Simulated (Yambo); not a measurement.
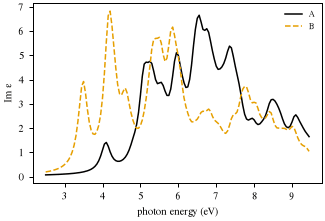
Figure. Two computed absorption spectra of K2Te (anti-fluorite, space group Fm-3m, No. 225) under isotropic strain of -1.5 % on all lattice vectors (Yambo, PBEsol bands with the same scissor, field along x)

Task: Which curve includes the electron-hole attraction (BSE)?

Result: Curve B: the attraction moves weight to lower energy (centre of the plotted range 6.0 eV against 6.7 eV). Settings: 4×4×4 mesh, 3 valence and 12 conduction bands, static screening with 66 bands and a 4 Ry block, scissor 1.73 eV, Tamm-Dancoff. The scissor comes from a G0W0 run whose convergence isn't established. Broadening 0.15 eV. The band window holds all transitions up to 11.8 eV. On this mesh the peak heights and the fine structure are mesh artefacts; only the shift of weight is robust.

The standard potential for Te keeps a d shell in the valence without the s and p states of that shell. In tests on such compounds this moved G0W0 gaps by up to about 0.9 eV, so absolute quasiparticle energies here are unreliable; differences between settings are what counts.

Spin-orbit coupling is not included.

Geometry strained from the cell relaxed with PBEsol, atoms relaxed again; primitive cell a = b = c = 5.6341 Å, α = β = γ = 60.00°.
